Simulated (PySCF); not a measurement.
B(F)(nPr)2, C6H14BF, SMILES C(C)CB(F)CCC, GFN2-xTB optimised geometry. Atoms within 1.6 Å of the plane z = 1.0 Å (x, y, z in Å): B1 (-0.01, -0.53, 0.00), F2 (-0.64, -1.70, 0.00), C3 (-0.88, 0.80, 0.00), C4 (-2.35, 0.61, 0.38), C5 (-3.13, 1.92, 0.29), H7 (-0.43, 1.55, 0.65), H8 (-2.80, -0.13, -0.27), H9 (-2.41, 0.23, 1.40), H10 (-2.70, 2.67, 0.95), H11 (-4.17, 1.76, 0.57), C13 (1.58, -0.53, 0.00), C15 (3.74, -1.75, -0.52), H16 (1.91, -0.46, 1.04), H17 (1.97, 0.36, -0.49), H18 (1.84, -2.67, -0.12), H22 (4.05, -1.71, 0.52).

Computed with PySCF with PBE0/def2-SVP.

Map of the HOMO−1 amplitude (bohr^(-3/2)) on the plane z = 1.0 Å; orbital energy -9.17 eV, overall sign arbitrary:

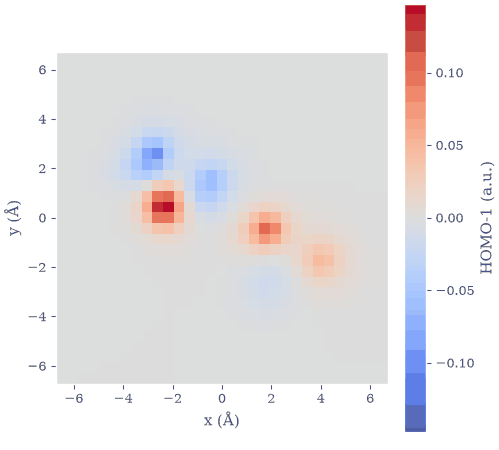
HOMO−1 amplitude (bohr^(-3/2)) on the plane z = 1.0 Å.
